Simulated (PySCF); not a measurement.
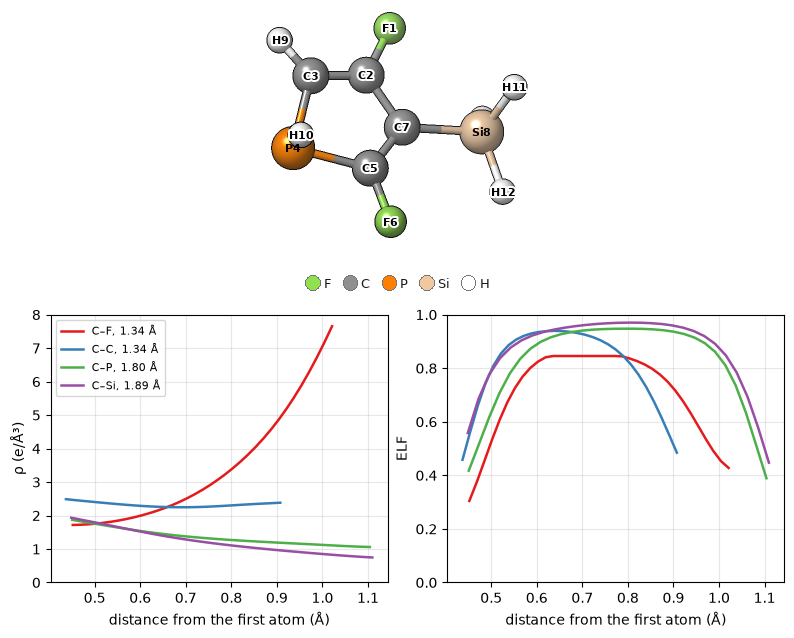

Figure. C₄H₅F₂PSi (SMILES Fc1c[pH]c(F)c1[SiH3]). Total electron density and ELF along straight lines between neighbouring atoms. The curves leave out the atomic cores. The structure is drawn too.

Geometry: GFN2-xTB.

All numbers below come from PySCF, wB97X-D/def2-SVPD, SCF density, gas phase.

```csv
atom,x (Å),y (Å),z (Å)
F,-0.0534,-2.2170,-0.4656
C,0.5171,-1.0063,-0.3642
C,1.8356,-0.7987,-0.5252
P,2.2039,0.9643,-0.4504
C,0.4643,1.2283,0.0309
F,0.0107,2.4546,0.3200
C,-0.3115,0.1291,-0.0356
Si,-2.1658,-0.0164,0.2915
H,2.5527,-1.5565,-0.7844
H,2.6975,0.9889,0.8581
H,-2.3162,-0.8591,1.4786
H,-2.6771,1.3314,0.5161
H,-2.7623,-0.6422,-0.8876
```

**Compare the contacts.**

C–F (1.34 Å): the density is about 2.3 e/Å³ at the midpoint; the ELF peaks at about 0.85 between the atoms (a shared but strongly polarised pair).
C–C (1.34 Å): ρ is about 2.2 e/Å³ halfway; the ELF peaks at about 0.95 between the atoms (a multiple bond).
C–P (1.80 Å): ρ at the midpoint is about 1.2 e/Å³; the ELF peaks at about 0.95 between the atoms, as expected for a covalent bond.
C–Si (1.89 Å): ρ is about 0.92 e/Å³ halfway; the ELF peaks at about 1 between the atoms, as expected for a shared electron pair.
